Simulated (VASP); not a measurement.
Input:

```
VO2
1.0
    2.85087     0.00000     0.00000
   -1.42543     2.46892     0.00000
    0.00000     0.00000     4.84424
V O
1 2
Direct
  0.00000   0.00000   0.00000
  0.33333   0.66667   0.20587
  0.66667   0.33333   0.79413
```
Starting moments (μB, in the order of the record's atoms V O O): 1.0 0.0 0.0.

Computed with PBEsol GGA, VASP's PBE PAW potentials (set 64) (plane waves; VASP 6.6.1). Settings: 520 eV cut-off, 14×14×7 Γ-centred mesh, tetrahedra with Blöchl corrections, potentials V_sv O.

Without a dispersion term in the relaxation, distances and binding between the weakly bound layers, chains or molecules are unreliable, and so is what depends on them. The moments were started parallel, and other spin orders were not tried in this run.

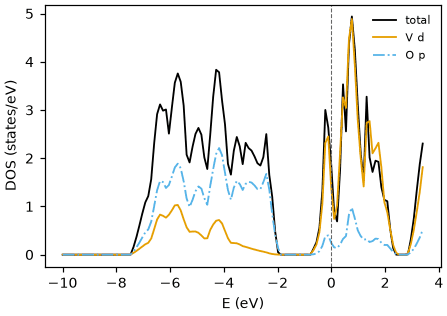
Figure. Total and projected density of states, zero at the Fermi level

Within 2 eV below the Fermi level the largest weight inside VASP's projection spheres is V d.

It has no gap at this level: it comes out as a metal or semimetal.

The structure was generated: VO2 was put into the CdI2 type (P-3m1), which need not be its known phase. It was relaxed first, which changed the volume by +18 %.
